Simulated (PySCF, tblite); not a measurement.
# C₉H₂₇NSi₃: geometry, infrared bands, NMR shifts and electronic excitations, part 1 of 2

Wanted: the infrared bands, NMR shifts and electronic excitations of C₉H₂₇NSi₃ (`C[Si](C)(C)N([Si](C)(C)C)[Si](C)(C)C`), by calculation.

The runs use tblite 0.8.0 and PySCF 2.14.0, with density-fitted response routines of our own; the level of theory stands in each step. All values are computed, except where a source is named. Atoms count from 0, in the outputs and in this text.

## 1. The starting structure

40 atoms, charge 0, multiplicity 1; geometry from: force field or distance geometry start.

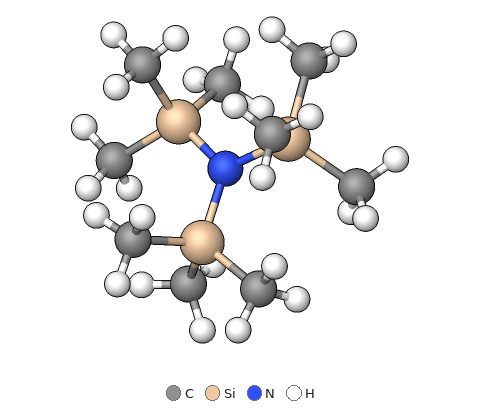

The starting geometry (carbon grey, silicon light orange, nitrogen blue, hydrogen white).

## 2. Relaxing the molecule with GFN2-xTB

The job: settings as JSON, then the geometry in Å.

```
{"job": {"kind": "relax", "xc": "GFN2-xTB", "basis": "xTB"}, "charge": 0, "multiplicity": 1}
C     -1.646200     2.383700    -0.252100
Si    -0.907400     0.919000    -1.218100
C      0.169600     1.484300    -2.684700
C     -2.377900    -0.001500    -1.991700
N      0.070700    -0.060600    -0.099700
Si     1.499500     0.646600     0.637700
C      2.988500    -0.539900     0.458900
C      1.130700     1.051100     2.473700
C      2.088700     2.283300    -0.138100
Si    -0.548300    -1.607600     0.477900
C      0.652300    -2.565400     1.601900
C     -0.882500    -2.773600    -1.002100
C     -2.120300    -1.301400     1.527300
H     -2.253600     3.009500    -0.906900
H     -2.299500     2.043700     0.553200
H     -0.897000     3.018000     0.208000
H     -0.420200     1.481700    -3.601300
H      1.013900     0.830800    -2.834200
H      0.533200     2.499500    -2.549400
H     -2.999000    -0.491000    -1.238900
H     -3.001400     0.706100    -2.518900
H     -2.057400    -0.759900    -2.690800
H      2.853200    -1.216300    -0.357200
H      3.898700     0.002700     0.284300
H      3.140600    -1.134300     1.358200
H      0.302100     1.760800     2.552100
H      1.991500     1.481500     2.964300
H      0.831600     0.165500     3.031900
H      1.292500     3.021300    -0.209900
H      2.873400     2.716100     0.481500
H      2.496900     2.143100    -1.132900
H      0.139200    -3.418900     2.030700
H      1.512300    -2.938500     1.058000
H      1.025000    -1.967200     2.436100
H     -0.288300    -2.481700    -1.873300
H     -1.920700    -2.761600    -1.299800
H     -0.621100    -3.794100    -0.757800
H     -1.888800    -0.675300     2.375200
H     -2.890000    -0.808800     0.951700
H     -2.534200    -2.231400     1.890400
```

On the command line:

```bash
> OMP_NUM_THREADS=2 python probes_run.py task.json out
```

One launch serves the whole session: the jobs run in the order shown.

Log:

```text
step      E/eV     max force
  0   -1120.13434    0.620
  1   -1120.15800    0.178
  2   -1120.15986    0.070
  3   -1120.16105    0.076
  4   -1120.16154    0.052
  5   -1120.16186    0.037
  6   -1120.16198    0.014
  7   -1120.16205    0.015
  8   -1120.16213    0.028
  9   -1120.16222    0.034
 10   -1120.16231    0.024
 11   -1120.16237    0.013
 12   -1120.16240    0.012
 13   -1120.16244    0.020
 14   -1120.16248    0.021
 15   -1120.16253    0.013
 16   -1120.16258    0.013
 17   -1120.16263    0.025
 18   -1120.16271    0.034
 19   -1120.16279    0.031
 20   -1120.16284    0.016
 21   -1120.16287    0.010
```

Run time: 0.62 s. Hardware: 2 threads of Intel Xeon Platinum 8488C, shared host; peak memory 0.18 GiB.

The steps of the relaxation:

| step | energy from step 0 (eV) | largest force (eV/Å) |
| --- | --- | --- |
| 0 | 0.0000 | 0.6197 |
| 1 | -0.0237 | 0.1776 |
| 2 | -0.0255 | 0.0696 |
| 3 | -0.0267 | 0.0761 |
| 4 | -0.0272 | 0.0525 |
| 5 | -0.0275 | 0.0367 |
| 6 | -0.0276 | 0.0142 |
| 7 | -0.0277 | 0.0153 |
| 8 | -0.0278 | 0.0284 |
| 9 | -0.0279 | 0.0343 |
| 10 | -0.0280 | 0.0244 |
| 11 | -0.0280 | 0.0135 |
| 12 | -0.0281 | 0.0118 |
| 13 | -0.0281 | 0.0199 |
| 14 | -0.0281 | 0.0211 |
| 15 | -0.0282 | 0.0135 |
| 16 | -0.0282 | 0.0130 |
| 17 | -0.0283 | 0.0247 |
| 18 | -0.0284 | 0.0340 |
| 19 | -0.0285 | 0.0314 |
| 20 | -0.0285 | 0.0162 |
| 21 | -0.0285 | 0.0099 |

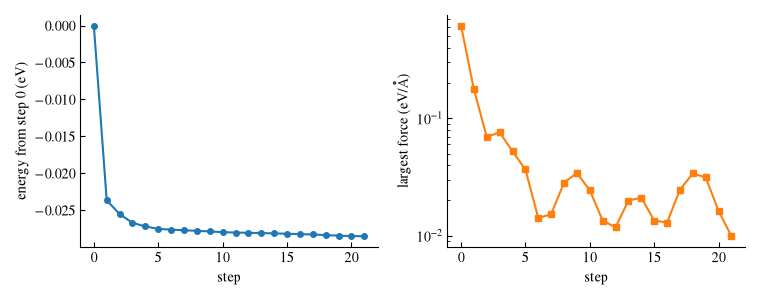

Energy and force, step by step.

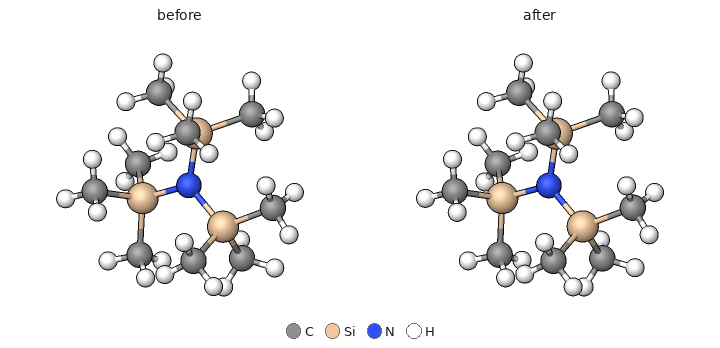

Before and after, at one scale.

Close pairs (by a distance rule), those that changed most:

| bond | before (Å) | after (Å) | change (Å) |
| --- | --- | --- | --- |
| C6–H22 | 1.069 | 1.085 | +0.016 |
| Si1–N4 | 1.780 | 1.764 | -0.016 |
| C6–H23 | 1.074 | 1.086 | +0.012 |
| C10–H33 | 1.092 | 1.083 | -0.010 |
| C11–H34 | 1.094 | 1.085 | -0.009 |
| C3–H19 | 1.092 | 1.083 | -0.009 |
| C7–H25 | 1.094 | 1.086 | -0.008 |
| N4–Si5 | 1.757 | 1.764 | +0.007 |

The next job starts from the end point, and lists it.

## 3. Vibrational analysis with GFN2-xTB

The job: settings as JSON, then the geometry in Å.

```
{"job": {"kind": "ir", "xc": "GFN2-xTB", "basis": "xTB"}, "charge": 0, "multiplicity": 1}
C     -1.653408     2.388799    -0.247379
Si    -0.904137     0.916024    -1.205924
C      0.156198     1.487470    -2.688323
C     -2.377688    -0.006732    -1.985966
N      0.072385    -0.053302    -0.102814
Si     1.505582     0.647617     0.648645
C      2.991962    -0.538737     0.466059
C      1.121940     1.047322     2.476985
C      2.086943     2.282730    -0.136734
Si    -0.546003    -1.599835     0.474732
C      0.652315    -2.562410     1.599850
C     -0.877502    -2.769686    -0.998641
C     -2.116557    -1.298103     1.519054
H     -2.243149     3.023297    -0.901866
H     -2.305790     2.039291     0.546945
H     -0.890349     3.007632     0.211149
H     -0.426531     1.474250    -3.604302
H      1.011641     0.836306    -2.832557
H      0.527679     2.496860    -2.557421
H     -3.007524    -0.493293    -1.252012
H     -2.996683     0.703948    -2.526054
H     -2.054120    -0.757817    -2.696650
H      2.849386    -1.222458    -0.363934
H      3.905300     0.018217     0.280637
H      3.153405    -1.131787     1.358435
H      0.313752     1.768573     2.550252
H      1.987704     1.472612     2.975258
H      0.820862     0.167353     3.034301
H      1.296771     3.018899    -0.210913
H      2.875050     2.711661     0.475154
H      2.494810     2.131041    -1.128849
H      0.133363    -3.420064     2.017864
H      1.507337    -2.938161     1.050876
H      1.022264    -1.971636     2.428160
H     -0.291675    -2.485904    -1.866390
H     -1.920909    -2.772674    -1.290937
H     -0.612174    -3.790494    -0.741130
H     -1.890792    -0.682396     2.384323
H     -2.891134    -0.790882     0.954902
H     -2.530509    -2.234423     1.880650
```

Log:

```text
mode    cm-1     km/mol
  1      48.2      0.00
  2      48.9      0.00
  3      59.8      0.08
  4      77.7      0.00
  5      80.3      0.01
  6      94.1      0.00
  7     102.0      0.39
  8     102.9      0.39
  9     114.9      0.00
 10     127.1      0.01
 11     133.8      0.28
 12     134.4      0.27
 13     142.8      0.01
 14     160.9      0.22
 15     161.2      0.23
 16     173.5      0.20
 17     173.8      0.15
 18     177.2      0.35
 19     185.0      1.75
 20     190.7     11.01
 21     190.9     10.70
 22     196.5      0.34
 23     205.5      9.14
 24     205.7      8.75
 25     226.3      0.94
 26     226.5      0.95
 27     247.2      0.00
 28     275.8      0.27
 29     275.8      0.27
 30     324.5     61.55
 31     429.2      2.99
 32     640.3      1.23
 33     640.9      1.09
 34     680.8      0.75
 35     725.1      4.45
 36     726.2     11.94
 37     726.6     15.91
 38     732.4      3.72
 39     732.7      2.95
 40     733.9     33.74
 41     770.9      1.09
 42     771.0      1.17
 43     776.6      0.66
 44     781.4      1.92
 45     781.7      1.73
 46     782.2      0.37
 47     786.8      8.94
 48     787.1      8.58
 49     789.9      0.19
 50     822.4    102.69
 51     822.7    101.55
 52     823.8      0.28
 53     836.9      0.06
 54     836.9      0.07
 55     854.2      1.30
 56     854.3      1.54
 57     863.5    576.63
 58     884.5      0.28
 59     922.3   1090.57
 60     922.9   1087.93
 61    1365.1     18.72
 62    1365.4      0.78
 63    1365.5      0.32
 64    1371.2      5.41
 65    1371.4      5.43
 66    1372.9     36.89
 67    1377.4     33.44
 68    1377.4     33.55
 69    1379.9      3.37
 70    1480.9      1.24
 71    1480.9      1.29
 72    1482.7      0.02
 73    1485.5      0.28
 74    1485.6      0.25
 75    1487.4      0.14
 76    1488.6      0.22
 77    1489.2      0.23
 78    1489.2      0.23
 79    1492.9      0.25
 80    1492.9      0.22
 81    1493.5      0.26
 82    1499.9      0.59
 83    1502.4      0.44
 84    1502.4      0.38
 85    1510.4      0.18
 86    1512.0      0.36
 87    1512.0      0.37
 88    3035.5     10.40
 89    3036.5     12.21
 90    3037.1     15.26
 91    3040.4     25.97
 92    3040.6     23.96
 93    3041.2      2.40
 94    3041.9     10.36
 95    3042.5      5.31
 96    3042.6      5.22
 97    3044.4     84.03
 98    3044.5     78.56
 99    3044.7    107.82
100    3051.4     34.61
101    3051.7     33.63
102    3052.6     19.61
103    3057.0     21.04
104    3057.3     18.26
105    3057.7     11.37
106    3064.4     15.45
107    3064.7     15.29
108    3065.0      2.06
109    3066.4     62.09
110    3067.3     22.11
111    3067.6     12.11
112    3075.1     51.59
113    3075.9     27.93
114    3076.8     26.90
```

Wall time 6.7 s (2 threads of Intel Xeon Platinum 8488C, shared host); peak memory 0.18 GiB.

Which atoms move in the most intense modes:

| cm⁻¹ | km/mol | atoms |
| --- | --- | --- |
| 822 | 102.7 | N4 19 % |
| 823 | 101.5 | N4 19 % |
| 864 | 576.6 |  |
| 922 | 1090.6 | N4 54 %, Si1 13 %, Si5 11 % |
| 923 | 1087.9 | N4 54 %, Si9 16 % |
| 3044 | 84.0 | H16 42 %, H13 31 % |
| 3044 | 78.6 | H36 44 %, H39 25 %, H31 11 % |
| 3045 | 107.8 | H23 38 %, H26 32 %, H29 14 % |

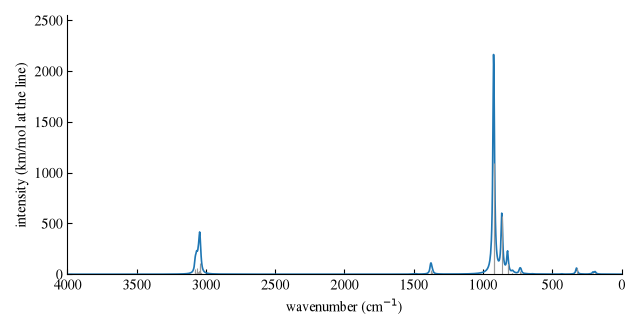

The infrared spectrum from these modes, unscaled. Lines are broadened to a width of 14 cm⁻¹ (Lorentzian).

## 4. Relaxing the molecule at PBE0-D3(BJ)/def2-SVP

The job: settings as JSON, then the geometry in Å.

```
{"job": {"xc": "PBE0", "basis": "def2-SVP", "d3": "d3bj", "grid": 1, "shake": 0.01, "kind": "geom"}, "charge": 0, "multiplicity": 1}
C     -1.633000     2.363240    -0.243200
Si    -0.909810     0.911500    -1.208080
C      0.136000     1.485150    -2.696980
C     -2.344460    -0.004470    -1.989490
N      0.069570    -0.059980    -0.113370
Si     1.501670     0.652440     0.646260
C      3.001540    -0.540740     0.466300
C      1.137400     1.052770     2.471930
C      2.085110     2.288140    -0.117380
Si    -0.548700    -1.602270     0.484760
C      0.643450    -2.565330     1.608680
C     -0.871700    -2.768770    -0.991940
C     -2.144840    -1.287890     1.509460
H     -2.259840     3.026060    -0.894860
H     -2.310240     2.028530     0.547210
H     -0.890880     3.021690     0.218620
H     -0.424590     1.485370    -3.606360
H      1.002380     0.842150    -2.826730
H      0.525530     2.489030    -2.555130
H     -3.032460    -0.486390    -1.247100
H     -3.013070     0.704560    -2.535690
H     -2.046550    -0.778160    -2.705790
H      2.856480    -1.210890    -0.385510
H      3.900320     0.021500     0.274540
H      3.169310    -1.143700     1.361980
H      0.303270     1.782630     2.550040
H      1.983980     1.455430     2.992080
H      0.828390     0.174890     3.045680
H      1.300260     3.012510    -0.218920
H      2.867050     2.725360     0.460550
H      2.488850     2.127830    -1.126600
H      0.139120    -3.432550     2.000560
H      1.507290    -2.926030     1.058450
H      1.024420    -1.974810     2.431090
H     -0.294110    -2.477730    -1.874330
H     -1.919570    -2.773780    -1.285500
H     -0.609930    -3.764990    -0.726140
H     -1.875820    -0.702790     2.380920
H     -2.897220    -0.785550     0.932110
H     -2.518760    -2.223750     1.867630
```

Log:

```text
step   0  E = -1281.21511814  max force = 0.032714
step   1  E = -1281.22661410  max force = 0.003652
step   2  E = -1281.22724953  max force = 0.001640
step   3  E = -1281.22725216  max force = 0.001885
step   4  E = -1281.22749636  max force = 0.001320
step   5  E = -1281.22756270  max force = 0.000587
step   6  E = -1281.22771888  max force = 0.000637
step   7  E = -1281.22794856  max force = 0.000799
step   8  E = -1281.22807906  max force = 0.000979
step   9  E = -1281.22816799  max force = 0.001188
step  10  E = -1281.22823807  max force = 0.000775
step  11  E = -1281.22832050  max force = 0.000480
step  12  E = -1281.22837006  max force = 0.000270
step  13  E = -1281.22842587  max force = 0.000393
step  14  E = -1281.22845567  max force = 0.000321
step  15  E = -1281.22848934  max force = 0.000301
step  16  E = -1281.22850361  max force = 0.000162
optimisation converged
```

It took 14 min on 2 threads of Intel Xeon Platinum 8488C, shared host; peak memory 3.2 GiB.

Relaxation path:

| step | energy from step 0 (eV) | largest force component (eV/Å) |
| --- | --- | --- |
| 0 | 0.0000 | 1.6822 |
| 1 | -0.3128 | 0.1878 |
| 2 | -0.3301 | 0.0843 |
| 3 | -0.3302 | 0.0969 |
| 4 | -0.3368 | 0.0679 |
| 5 | -0.3386 | 0.0302 |
| 6 | -0.3429 | 0.0328 |
| 7 | -0.3491 | 0.0411 |
| 8 | -0.3527 | 0.0503 |
| 9 | -0.3551 | 0.0611 |
| 10 | -0.3570 | 0.0399 |
| 11 | -0.3593 | 0.0247 |
| 12 | -0.3606 | 0.0139 |
| 13 | -0.3621 | 0.0202 |
| 14 | -0.3629 | 0.0165 |
| 15 | -0.3638 | 0.0155 |
| 16 | -0.3642 | 0.0083 |

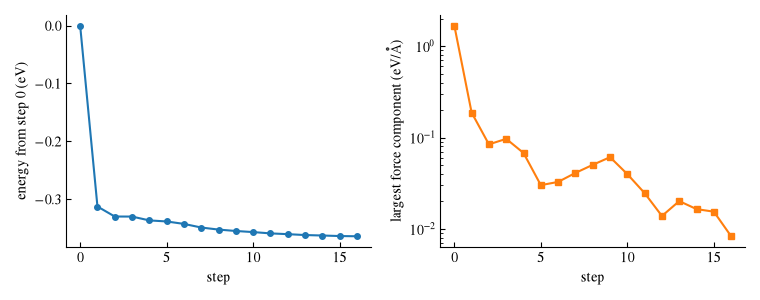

Energy and largest force along the relaxation.

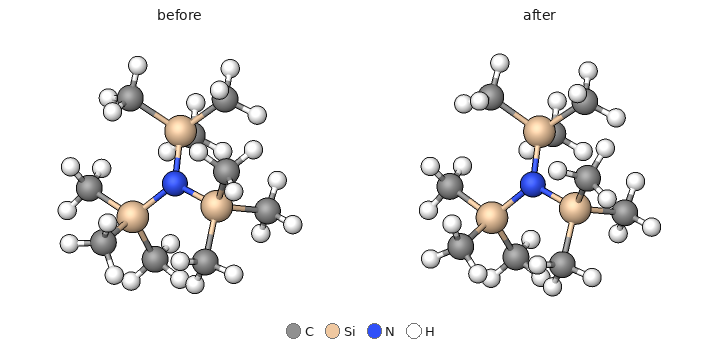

Before and after, at one scale.

Distances of close pairs at the start and the end, largest changes first:

| bond | before (Å) | after (Å) | change (Å) |
| --- | --- | --- | --- |
| Si5–C6 | 1.925 | 1.884 | -0.041 |
| C11–H36 | 1.064 | 1.102 | +0.038 |
| Si9–C12 | 1.923 | 1.885 | -0.037 |
| C8–H29 | 1.066 | 1.103 | +0.036 |
| C2–H16 | 1.068 | 1.102 | +0.034 |
| C12–H39 | 1.070 | 1.102 | +0.032 |
| C7–H26 | 1.072 | 1.102 | +0.030 |
| C12–H38 | 1.073 | 1.100 | +0.027 |

The end geometry stands in the next job.

| at the end point | value |
| --- | --- |
| point group (found at 0.08 Å tolerance) | C3 |
| rotational constants (GHz, main isotopes) | 0.553, 0.553, 0.377 |
| dipole moment (D) | 0.07 |

(Continued in part 2 of 2.)
